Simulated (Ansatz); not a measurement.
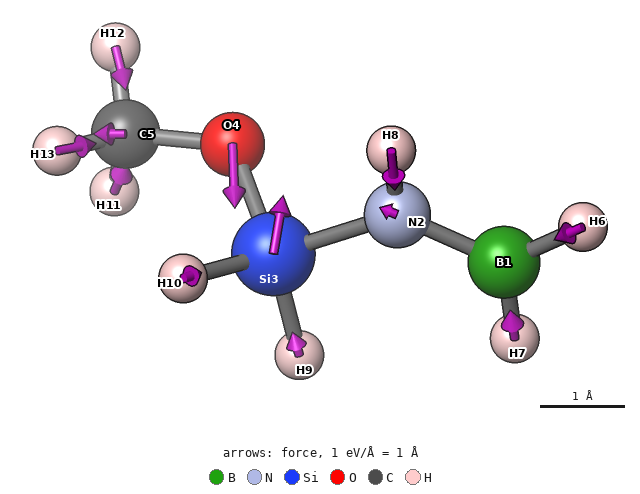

Starting geometry of CH8BNOSi with the computed forces as purple arrows. The picture is a ball-and-stick view, seen at a tilt.

The start comes from PBE-D4/def2-SVP.

The calculation used RKS PBE0-D4/def2-TZVP in Ansatz 0.2.0.

Input
```yaml
crystal:
  periodic: [false, false, false]
  atoms:
    - {symbol: B, position_ang: [-1.585652, 2.088210, 0.853845]}
    - {symbol: N, position_ang: [-0.729615, 0.994565, 1.102202]}
    - {symbol: Si, position_ang: [0.493878, 0.352856, 0.013252]}
    - {symbol: O, position_ang: [0.023572, -1.204456, -0.390702]}
    - {symbol: C, position_ang: [0.866618, -2.149654, -1.019251]}
    - {symbol: H, position_ang: [-2.387696, 2.428994, 1.704734]}
    - {symbol: H, position_ang: [-1.499620, 2.676118, -0.209377]}
    - {symbol: H, position_ang: [-0.831831, 0.516955, 2.004670]}
    - {symbol: H, position_ang: [0.560031, 1.271491, -1.170077]}
    - {symbol: H, position_ang: [1.828272, 0.273145, 0.712163]}
    - {symbol: H, position_ang: [1.048714, -1.901430, -2.090438]}
    - {symbol: H, position_ang: [0.375817, -3.143909, -0.980800]}
    - {symbol: H, position_ang: [1.858012, -2.237483, -0.515222]}
basis:
  gaussian: {orbitals: def2-TZVP}
hamiltonian: {xc: pbe0, dispersion: d4}
relax: {f_tol: 0.005, max_steps: 150}
```

Command:
```bash
ansatz run in.yaml --threads 4 --pin off --events-out ev --progress --plain --max-ram 10444MiB
```

Q: Is this structure relaxed? If not, where do the atoms go?

A: It isn't relaxed: the largest force vector, on O4, is 0.88 eV/Å. The final displacements follow the starting forces only in part (cosine between the two patterns 0.32). After 12 accepted moves (14 points after the start) the energy has fallen by 0.078 eV. Largest force component: 0.74 eV/Å at the start, 0.0035 eV/Å at the end. The line search rejected the trial steps at points 3, 11 of the run. The atom that moves furthest after the best rigid fit is H7 (0.13 Å). By element the largest moves are H 0.13 Å, B 0.06 Å, C 0.05 Å, Si 0.04 Å, N 0.04 Å, O 0.03 Å. Near-neighbour distances that change, for instance: Si3–O4 1.676 → 1.639 Å, N2–Si3 1.759 → 1.730 Å, B1–H6 1.218 → 1.198 Å, C5–H11 1.115 → 1.095 Å.
